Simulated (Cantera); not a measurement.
Charge: 1 mol MgO, 4.3 mol SO3, 0.041 mol H2O, equilibrated at 37.5 Torr.

Cantera equilibrium calculation (NASA polynomials, part measured and part estimated; ideal gas, pure solids and liquids). Candidate condensed phases: H2O, H2SO4, Mg, MgO, Mg(OH)2, MgS, MgSO4, S; 26 gas species. Rates play no part.

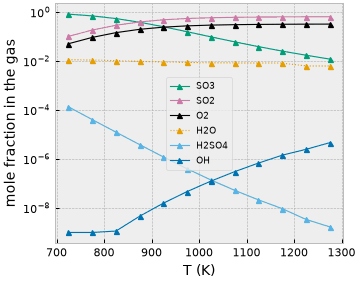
Figure. Equilibrium gas composition (values under 1e-9 drawn at 1e-9)

### Question
Read off the mole fractions at 1075 K.

### Answer
SO2 about 0.62, O2 about 0.31, SO3 about 0.062, H2O about 0.0085, OH about 3.0e-7, H2SO4 about 5.3e-8.
